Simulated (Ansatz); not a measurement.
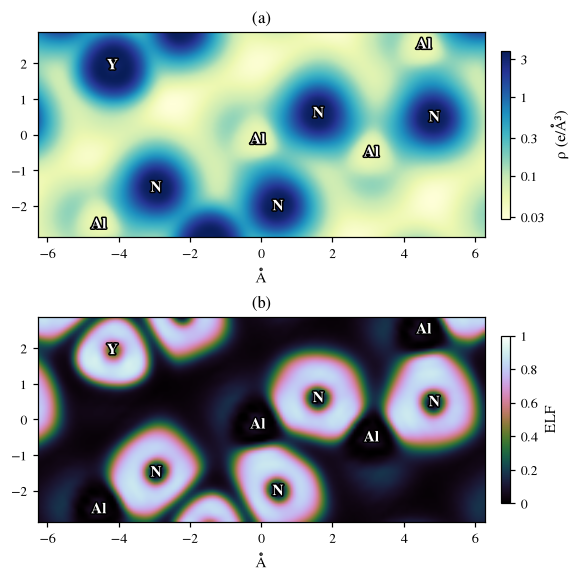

Figure 1: YAl$_{3}$N$_{4}$. (a) valence charge density (pseudo); (b) ELF on the (010) plane of the conventional cell.

Space group Cm; started from the ordered alloy on wurtzite lattice prototype, which need not be the ambient phase.

All numbers below come from DFT, HSE06, plane waves, PAW in Ansatz.

> What does the map show?

The section cuts through Al, N and Y sites.
Al–N (1.85 Å): ρ at the midpoint is about 0.72 e/Å³; the ELF peaks at about 0.85 in the valence shell of N, 0.7 Å from its nucleus, and is about 0.85 at the midpoint.
Al–N (1.91 Å): ρ is about 0.66 e/Å³ halfway; the ELF peaks at about 0.90 in the valence shell of N, 0.8 Å from its nucleus, and is about 0.85 at the midpoint.
Al–N (2.03 Å): the density is about 0.55 e/Å³ at the midpoint; the ELF peaks at about 0.90 between the atoms; a polar covalent bond.
Al–N (2.06 Å): the density is about 0.51 e/Å³ at the midpoint; the ELF peaks at about 0.90 between the atoms, as expected for a polar covalent bond.
Between the atoms the lowest density in this plane is 0.03 e/Å³.
The features right at Y lie inside the PAW spheres, where the map follows smoothed inner orbitals and isn't to be read closely.
